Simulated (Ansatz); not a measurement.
**Ligand exchange: C2H3ClF2 + C3H9B → C2H4ClF + C3H8BF**

Species: C2H3ClF2 `FCC(F)Cl`, singlet; C3H9B `CBCC`, singlet; C2H4ClF (1-chloro-1-fluoroethane) `CC(F)Cl`, singlet; C3H8BF `CCB(C)F`, singlet. The partners trade F for H: C–F and B–H bonds give way to C–H and B–F.

Shapes, held fixed at every level: PBE0-D4/def2-TZVP. Flexible molecules stand in one conformer, not always the lowest. Programs: Ansatz 0.2.0. The zero-point and thermal change to 298 K, harmonic and unscaled (PBE0-D4/def2-TZVP), is +5.3 kJ/mol.

```
               level                    kind  ΔH(298 K) (kJ/mol)  less CCSD(T)/CBS estimate  CPU time (sum over the molecules)
    SPW92/def2-TZVPP                     LDA              -243.8                       +3.0                               13 s
   PBE-D4/def2-TZVPP                     GGA              -238.5                       +8.3                               24 s
  wB97M-V/def2-TZVPP  range-separated hybrid              -244.3                       +2.5                               93 s
   B2PLYP/def2-TZVPP           double hybrid              -247.1                       -0.3                               49 s
        MP2/def2-SVP     perturbation theory              -262.4                      -15.6                                  –
  CCSD(T)/def2-TZVPP   coupled cluster or CI              -246.3                       +0.5                             24 min
     CCSD/def2-TZVPP   coupled cluster or CI              -246.3                       +0.5                                  –
CCSD(T)/CBS estimate   coupled cluster or CI              -246.8                        0.0                             27 min
```

The highest level, CCSD(T)/CBS estimate, gives ΔH(298 K) = -246.8 kJ/mol; the levels span -262.4 to -238.5. The column of differences is taken from that level and isn't an error. No measured value is set beside it here. The CBS estimate extrapolates MP2 from def2-TZVPP and def2-QZVPP and adds CCSD(T) − MP2 in the triple-zeta set, cores frozen. Times are processor times on shared x86 and Arm servers, and rough.

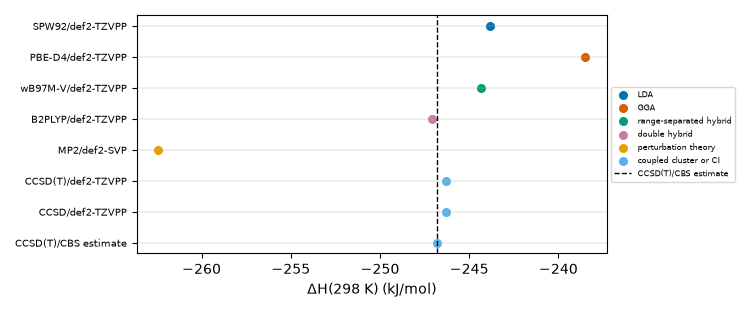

The values of the table, level by level.
